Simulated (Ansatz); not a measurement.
# C₂H₃AlO: ionisation energy by level of theory

Aim: the vertical ionisation energy of C₂H₃AlO, as cation minus neutral at the neutral's geometry, on several levels, and how well −ε(HOMO) stands in for it.

Computed with Ansatz 0.2.0, Gaussian basis. Level: unrestricted cation, the program's frozen cores in correlated methods.

Levels to be run: UKS PBE-D4/def2-TZVPP; UKS r2SCAN-D4/def2-TZVPP; UKS PBE0-D4/def2-TZVPP; UKS B3LYP-D4/def2-TZVPP; UKS wB97X-V/def2-TZVPP; UKS wB97M-V/def2-TZVPP; UKS B2PLYP/def2-TZVPP; UHF-CCSD(T)/def2-TZVPP; UHF-MP2/def2-QZVPP; extrapolation to the limit; then −ε(HOMO) from the neutral's earlier runs with LDA (SPW92), PBE-D4, revPBE-D4, BLYP-D4, r2SCAN-D4, B97M-V, PBE0-D4, B3LYP-D4, r2SCANh-D4, r2SCAN0-D4, HSE06-D4, BHLYP-D4, CAM-B3LYP-D4, LC-ωPBE, ωB97X-V, ωB97M-V.

### Step 1. The relaxed structure

An earlier PBE0-D4 in a triple-zeta def2 set relaxation fixed the geometry.

7 atoms, charge 0, spin multiplicity 1.

Atoms are counted from 1 here; the program's logs count them from 0.

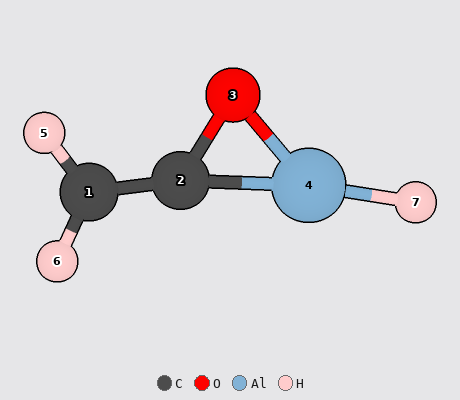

The geometry (carbon dark grey, oxygen red, aluminium light blue, hydrogen pink); atoms are numbered from 1 in the order of the file.

### Step 2. Cation, UKS PBE-D4/def2-TZVPP

in.yaml reads:

```yaml
crystal:
  periodic: [false, false, false]
  atoms:
    - {symbol: C, position_ang: [-0.566938, 0.915987, 0.957177]}
    - {symbol: C, position_ang: [-0.051791, 0.078408, 0.075463]}
    - {symbol: O, position_ang: [1.080965, -0.758255, 0.246907]}
    - {symbol: Al, position_ang: [0.445419, -0.999128, -1.340502]}
    - {symbol: H, position_ang: [-0.129771, 1.031914, 1.944780]}
    - {symbol: H, position_ang: [-1.439574, 1.502395, 0.702928]}
    - {symbol: H, position_ang: [0.722890, -1.839420, -2.632452]}
basis:
  gaussian: {orbitals: def2-TZVPP}
total_charge: 1
magnetization: {spin_polarized: true, initial_magnetization: 1}
hamiltonian: {xc: pbe, dispersion: d4}
```

Command:

```
$ ansatz run in.yaml --threads 2 --pin off --events-out ev --progress --plain --max-ram 4352MiB
```

The runs that follow: Cation, UKS r2SCAN-D4/def2-TZVPP; Cation, UKS PBE0-D4/def2-TZVPP; Cation, UKS B3LYP-D4/def2-TZVPP; Cation, UKS wB97X-V/def2-TZVPP; Cation, UKS wB97M-V/def2-TZVPP; Cation, UKS B2PLYP (frozen core)/def2-TZVPP; Cation, UHF-CCSD(T)/def2-TZVPP; Cation, UHF-MP2/def2-QZVPP.

Before running them: what should the planned runs give, taken together? Wanted: ionisation energy, CCSD(T)/CBS; nearest functional by difference; nearest −ε(HOMO); −ε(HOMO) of PBE; T1 of the cation.

**Answer**, as computed:

| quantity | value |
| --- | --- |
| ionisation energy, CCSD(T)/CBS | 8.75 eV |
| nearest functional by difference | PBE-D4 (-0.17 eV) |
| nearest −ε(HOMO) | ωB97X-V (-0.08 eV) |
| −ε(HOMO) of PBE | 5.30 eV |
| T1 of the cation | 0.020 |

Energy differences with functionals land within 0.29 eV of the reference. The PBE orbital energy is 3.5 eV too small: a semilocal HOMO is no ionisation energy. Among orbital estimates ωB97X-V comes nearest. Hartree-Fock falls 1.55 eV short, as the neutral has more correlation energy than the cation.
